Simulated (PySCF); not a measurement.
# C$_{3}$H$_{9}$Al (SMILES CC[CH2][AlH2]): what the fields show

Input file:

```
{"job": {"kind": "nmr", "xc": "PBE0", "basis": "pcSseg-1"}, "charge": 0, "multiplicity": 1}
C     -1.212253     0.252313    -1.041805
C     -0.820681    -0.348704     0.298373
C      0.620582    -0.890043     0.246670
Al     1.762894     0.716671    -0.104262
H     -0.476931     1.021077    -1.318048
H     -2.196857     0.712859    -1.002106
H     -1.213364    -0.506184    -1.822260
H     -0.883534     0.433506     1.063852
H     -1.528944    -1.135820     0.572005
H      0.686319    -1.665916    -0.530499
H      0.831978    -1.416462     1.189316
H      3.120947     0.721251    -0.851050
H      1.305455     2.105939     0.420839
```

Run with:

```sh
OMP_NUM_THREADS=1 python probes_run.py task.json out
```

Geometry: GFN2-xTB.

Theory: PySCF 2.14.0, PBE0/pcSseg-1, SCF density, gas phase, non-relativistic.

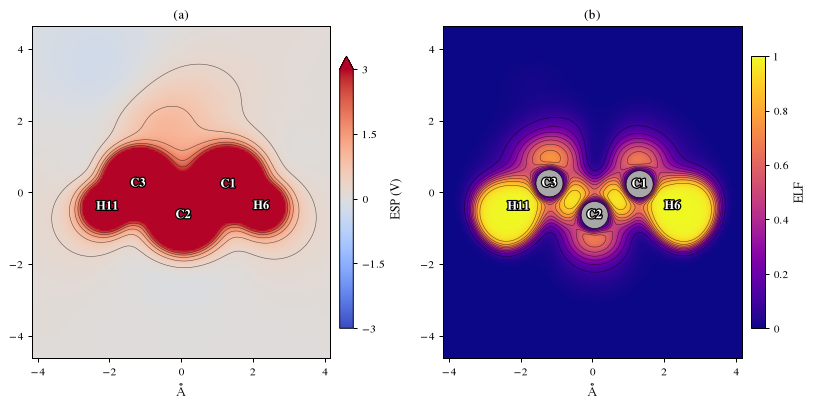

Figure 1. (a) electrostatic potential; (b) ELF on the plane of atoms C1, C2 and C3. Grey discs cover the atomic cores in the ELF map.

### Interpret the plot.

The plane passes through C and H nuclei.
C–C (1.52 Å): the ELF peaks at about 0.95 between the atoms: a shared electron pair.
C–H (1.09 Å): the ELF climbs to about 1 towards the hydrogen, as it does in any bond to H: a covalent bond by its length.
The potential has no marked negative region in this plane.

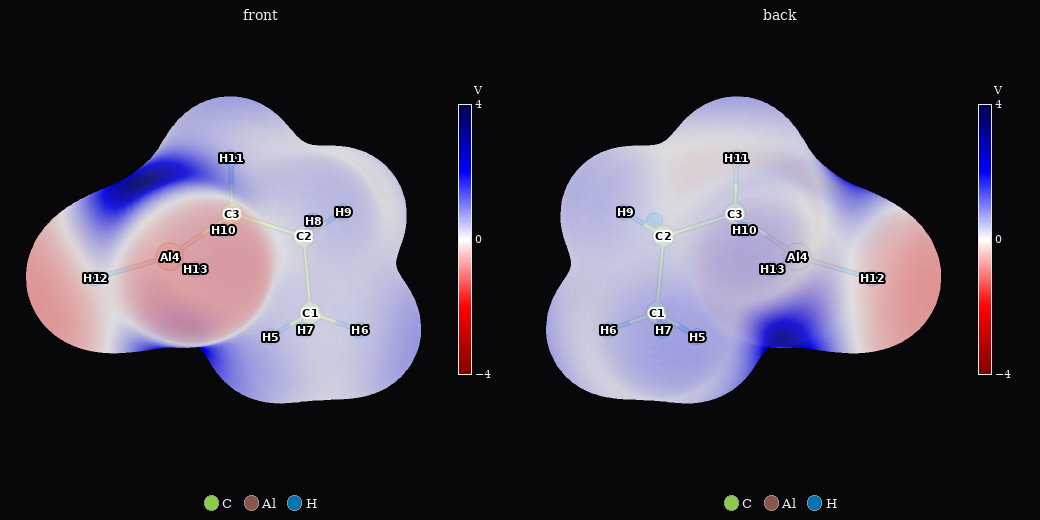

Figure 2. The electrostatic potential painted on the density surface at 0.002 e/bohr³, seen from the front and from behind; the colour scale runs from red (negative) to blue (positive).

### Describe the electrostatic potential map.

The most negative region (about −0.7 V, or −16 kcal/mol for a unit charge) lies over H12 and H13, the most positive (about +3.3 V, or +76 kcal/mol for a unit charge) over Al4.
